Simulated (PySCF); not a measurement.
# CCSDT/STO-3G run of [AlH4]− (SMILES [H][Al-]([H])([H])[H])

Aim: the energy change on altering one bond length of [AlH4]− at CCSDT/STO-3G, from 2 runs. The job is set up through a Python script.

Program for the calculation: PySCF 2.14.0.

12 further runs of the same task are left out: 1 that didn't finish, 11 set aside as unsound or not needed.

## (1) Starting point

[AlH4]−: 5 atoms, total charge -1, spin state singlet. As SMILES, `[H][Al-]([H])([H])[H]`. Geometry: a GFN2-xTB relaxation, a rough one for these elements and not checked as a minimum.

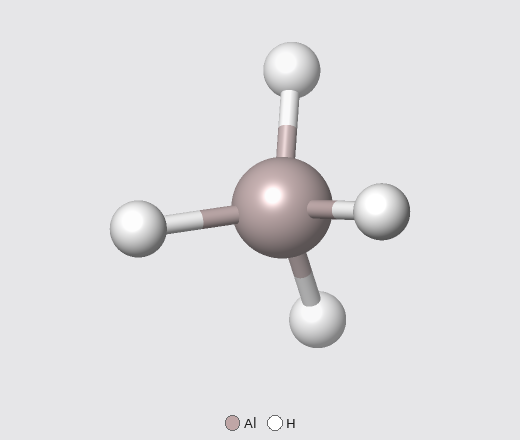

The structure, seen from a chosen angle (aluminium light grey, hydrogen white).

## (2) The energy at CCSDT/STO-3G

mol.xyz

```xyz
5

Al    -0.001450    -0.001080    -0.000010
H      0.012860    -0.019320     1.627070
H      1.530040     0.013000    -0.552880
H     -0.773910     1.334120    -0.520140
H     -0.767540    -1.326720    -0.554050
```

run.py

```python
from pyscf import gto, cc

system = gto.Mole()
system.atom = 'mol.xyz'
system.charge = -1
system.verbose = 4
system.max_memory = 1860
system.basis = 'sto-3g'
system.build()

mf = system.RHF()
mf.conv_tol = 1e-10
mf.kernel()
if not mf.converged:
    mf = mf.newton().run(mf.mo_coeff, mf.mo_occ)

mycc = cc.CCSDT(mf, frozen=5)
mycc.kernel()
e_tot = mycc.e_tot
print(f'total energy: {e_tot:.8f} hartree')
```

Run with:

```console
OMP_NUM_THREADS=1 python run.py
```

The program printed:

```text
PySCF version 2.14.0

[INPUT] num. atoms = 5
[INPUT] num. electrons = 18
[INPUT] charge = -1
[INPUT] spin (= nelec alpha-beta = 2S) = 0
[INPUT] symmetry False subgroup None
[INPUT] Mole.unit = angstrom
[INPUT] Symbol           X                Y                Z      unit          X                Y                Z       unit  Magmom
[INPUT]  1 Al    -0.001450000000  -0.001080000000  -0.000010000000 AA   -0.002740102881  -0.002040904215  -0.000018897261 Bohr   0.0
[INPUT]  2 H      0.012860000000  -0.019320000000   1.627070000000 AA    0.024301877962  -0.036509508727   3.074716685496 Bohr   0.0
[INPUT]  3 H      1.530040000000   0.013000000000  -0.552880000000 AA    2.891356559630   0.024566439619  -1.044791779750 Bohr   0.0
[INPUT]  4 H     -0.773910000000   1.334120000000  -0.520140000000 AA   -1.462477945062   2.521121417305  -0.982922146431 Bohr   0.0
[INPUT]  5 H     -0.767540000000  -1.326720000000  -0.554050000000 AA   -1.450440389649  -2.507137443983  -1.047002759315 Bohr   0.0

nuclear repulsion = 18.0977262911549
number of shells = 9
number of NR pGTOs = 39
number of NR cGTOs = 13
basis = sto-3g
ecp = {}

******** <class 'pyscf.scf.hf.RHF'> ********
method = RHF
initial guess = minao
damping factor = 0
level_shift factor = 0
DIIS = <class 'pyscf.scf.diis.CDIIS'>
diis_start_cycle = 1
diis_space = 8
diis_damp = 0
SCF conv_tol = 1e-10
SCF conv_tol_grad = None
SCF max_cycles = 50
direct_scf = True
direct_scf_tol = 1e-13
Set gradient conv threshold to 1e-05
Initial guess from minao.
init E= -240.560359407835
  HOMO = -0.293478817212461  LUMO = 0.348986694723853  gap/eV = 17.48238
cycle= 1 E= -241.138545012869  delta_E= -0.578  |g|= 0.116  |ddm|=  1.9
  HOMO = -0.0470670735816091  LUMO = 0.80450170178275  gap/eV = 23.17237
cycle= 2 E= -241.146538321701  delta_E= -0.00799  |g|= 0.0293  |ddm|= 0.225
  HOMO = -0.0513010930177328  LUMO = 0.808754943052306  gap/eV = 23.40332
cycle= 3 E= -241.147083377335  delta_E= -0.000545  |g|= 0.00146  |ddm|= 0.0733
  HOMO = -0.0507869186081321  LUMO = 0.809459972735333  gap/eV = 23.40851
cycle= 4 E= -241.147083912451  delta_E= -5.35e-07  |g|= 7.1e-05  |ddm|= 0.00191
  HOMO = -0.0507522566870026  LUMO = 0.809457400384003  gap/eV = 23.40750
cycle= 5 E= -241.147083913201  delta_E= -7.5e-10  |g|= 1.2e-06  |ddm|= 4.94e-05
  HOMO = -0.0507522182491208  LUMO = 0.809459488642597  gap/eV = 23.40755
cycle= 6 E= -241.147083913202  delta_E= -5.68e-13  |g|= 1.35e-07  |ddm|= 2.52e-06
  HOMO = -0.0507522000068367  LUMO = 0.809459474441462  gap/eV = 23.40755
Extra cycle  E= -241.147083913202  delta_E= -5.68e-14  |g|= 3.18e-08  |ddm|= 2.88e-07
converged SCF energy = -241.147083913202

******** <class 'pyscf.cc.rccsdt.RCCSDT'> ********
RCCSDT nocc = 4, nmo = 8
Allocating only the i<=j<=k part of the T3 amplitude in memory
frozen orbitals 5
max_cycle = 50
conv_tol = 1e-07
conv_tol_normt = 1e-06
diis with the T3 amplitude
diis_space = 6
diis_start_cycle = 0
diis_start_energy_diff = 1e+09
einsum_backend: numpy
_make_eris_incore_RCCSDT
blksize  4    blksize_oovv  4    blksize_oooo  4    blksize_vvvv  1

WARN: A large `blksize` is being used, which may cause large memory consumption
      for storing contraction intermediates. If memory is sufficient, consider using
      `pyscf.cc.rccsdt_highm.RCCSDT` instead.

WARN: A large `blksize_oovv` is being used, which may cause large memory consumption
      for storing contraction intermediates. If memory is sufficient, consider using
      `pyscf.cc.rccsdt_highm.RCCSDT` instead.

WARN: A large `blksize_oooo` is being used, which may cause large memory consumption
      for storing contraction intermediates. If memory is sufficient, consider using
      `pyscf.cc.rccsdt_highm.RCCSDT` instead.

Approximate memory usage estimate
    T3 memory                10.0 KB
    R3 memory                10.0 KB
    Symmetrized T3 memory    10.0 KB
    ERIs memory              32.0 KB
    T1-ERIs memory           32.0 KB
    Intermediates memory     32.0 KB
    Block workspace          64.0 KB
    T3 einsum buffer         64.0 KB
Total estimated memory        254 KB
Init t2, MP2 energy = -241.188031039032  E_corr(MP2) -0.040947125830
Init E_corr(RCCSDT) = -0.040947125830409
cycle =  1  E_corr(RCCSDT) = -0.053152701856  dE = -1.220557602514e-02  norm(d tamps) = 4.80682282e-02
cycle =  2  E_corr(RCCSDT) = -0.057589407581  dE = -4.436705725804e-03  norm(d tamps) = 1.80400433e-02
cycle =  3  E_corr(RCCSDT) = -0.060276624850  dE = -2.687217268362e-03  norm(d tamps) = 6.96417131e-03
cycle =  4  E_corr(RCCSDT) = -0.060306278408  dE = -2.965355785564e-05  norm(d tamps) = 5.03839587e-04
cycle =  5  E_corr(RCCSDT) = -0.060305840377  dE =  4.380309793148e-07  norm(d tamps) = 6.74188617e-05
cycle =  6  E_corr(RCCSDT) = -0.060306220438  dE = -3.800614558208e-07  norm(d tamps) = 1.97089659e-05
cycle =  7  E_corr(RCCSDT) = -0.060306207474  dE =  1.296413285057e-08  norm(d tamps) = 4.26206100e-06
cycle =  8  E_corr(RCCSDT) = -0.060306334430  dE = -1.269562165396e-07  norm(d tamps) = 6.61140932e-07
cycle =  9  E_corr(RCCSDT) = -0.060306339721  dE = -5.290617673126e-09  norm(d tamps) = 1.97170626e-07
RCCSDT converged
E(RCCSDT) = -241.2073902529226   E_corr = -0.06030633972074928
E_corr(same-spin) = -0.000507780219640881
E_corr(oppo-spin) = -0.0597985595011084
total energy: -241.20739025 hartree
```

It took 0.62 s on 1 thread of Arm Neoverse V2, shared host; peak memory 0.12 GiB.

## (3) The distorted shape at the same level

run.py

```python
from pyscf import gto, scf, cc

system = gto.Mole()
system.atom = '''
Al    -1.226623    -0.012344     0.442279
H     -1.212313    -0.030584     2.069359
H      1.530040     0.013000    -0.552880
H     -1.999083     1.322856    -0.077851
H     -1.992713    -1.337984    -0.111761
'''
system.max_memory = 1860
system.verbose = 3
system.basis = 'sto-3g'
system.charge = -1
system.build()

mf = scf.RHF(system)
mf.conv_tol = 1e-10
mf.kernel()
if not mf.converged:
    mf = mf.newton().run(mf.mo_coeff, mf.mo_occ)

mycc = cc.CCSDT(mf, frozen=5)
mycc.kernel()
etot = mycc.e_tot
print('E = %.10f Eh' % etot)
```

Run with:

```console
OMP_NUM_THREADS=1 python run.py
```

The program printed:

```text
converged SCF energy = -240.937238482987
_make_eris_incore_RCCSDT

WARN: A large `blksize` is being used, which may cause large memory consumption
      for storing contraction intermediates. If memory is sufficient, consider using
      `pyscf.cc.rccsdt_highm.RCCSDT` instead.

WARN: A large `blksize_oovv` is being used, which may cause large memory consumption
      for storing contraction intermediates. If memory is sufficient, consider using
      `pyscf.cc.rccsdt_highm.RCCSDT` instead.

WARN: A large `blksize_oooo` is being used, which may cause large memory consumption
      for storing contraction intermediates. If memory is sufficient, consider using
      `pyscf.cc.rccsdt_highm.RCCSDT` instead.

RCCSDT converged
E(RCCSDT) = -241.0244907104108   E_corr = -0.08725222742359232
E_corr(same-spin) = -0.00124679205199348
E_corr(oppo-spin) = -0.0860054353715988
E = -241.0244907104 Eh
```

Wall time 0.58 s (1 thread of Arm Neoverse V2, shared host); peak memory 0.1 GiB.

## (4) Results

Level: CCSDT/STO-3G, 5 core orbitals frozen.

```
                                                              quantity          value
                                             first shape: total energy  -241.20739 Eh
                      first shape: HOMO energy (Hartree–Fock orbitals)       -1.38 eV
                      first shape: LUMO energy (Hartree–Fock orbitals)       22.03 eV
    first shape: HOMO–LUMO gap (to an unbound level, set by the basis)       23.41 eV
              first shape: correlation energy (5 core orbitals frozen)      -60.3 mEh
                                            first shape: T1 diagnostic          0.008
                                         distorted shape: total energy  -241.02449 Eh
                  distorted shape: HOMO energy (Hartree–Fock orbitals)        3.55 eV
                  distorted shape: LUMO energy (Hartree–Fock orbitals)       13.00 eV
distorted shape: HOMO–LUMO gap (to an unbound level, set by the basis)        9.45 eV
          distorted shape: correlation energy (5 core orbitals frozen)      -87.3 mEh
                                        distorted shape: T1 diagnostic          0.072
    energy change with the Al1–H3 bond stretched from 1.628 to 2.931 Å       4.977 eV
```

With the Al1–H3 bond stretched from 1.628 to 2.931 Å the energy rises by 4.98 eV (115 kcal/mol). The first shape isn't relaxed at this level, so the change isn't measured from a minimum. The minimal basis adds a large error of its own. Mulliken charges (first shape) of the mean-field density run from -0.42 on H3 to +0.68 on Al1. The T1 diagnostic (distorted shape) of 0.072 is above the customary mark for such species, so a single reference may not serve. Mulliken charges (distorted shape) of the mean-field density run from -0.68 on H3 to +0.76 on Al1; they depend strongly on the basis. The HOMO (distorted shape) lies at positive energy, 3.55 eV: the electron is unbound at this level or held by a compact basis; values depend on the basis.
